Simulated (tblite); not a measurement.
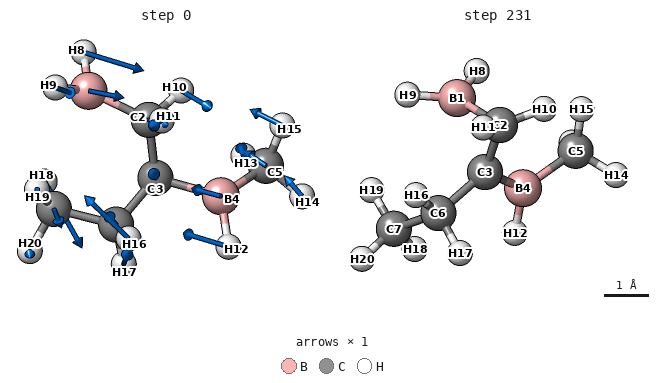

The structure of C$_{5}$H$_{13}$B$_{2}$ (multiplicity 2) before (left) and after (right) a relaxation, at one scale. The blue arrows give the displacements, at their true length.

A ball-and-stick model, seen at a tilt.

All numbers below come from tblite 0.8.0, GFN2-xTB geometry optimisation, gas phase. 

Q: Describe what moved and what it gained.

A: Over 231 geometry steps the energy falls by 2.169 eV. H12 moves most after the best rigid fit: 1.91 Å. By element the largest moves are H 1.91 Å, B 1.07 Å, C 1.04 Å. Some distances before and after: B1–C3 2.596 → 1.838 Å, B1–C2 1.545 → 1.627 Å, C3–B4 1.590 → 1.541 Å, C2–C3 1.499 → 1.455 Å. Bond angles that change, for instance: B1–C2–C3 117.0° → 73.0°, C2–C3–B4 105.4° → 122.3°, B4–C3–C6 109.3° → 119.8°. Groups turn about C6–C7 by about 30°. The run took 1.6 s on 1 thread of AMD EPYC 7B13, with other jobs on the host.
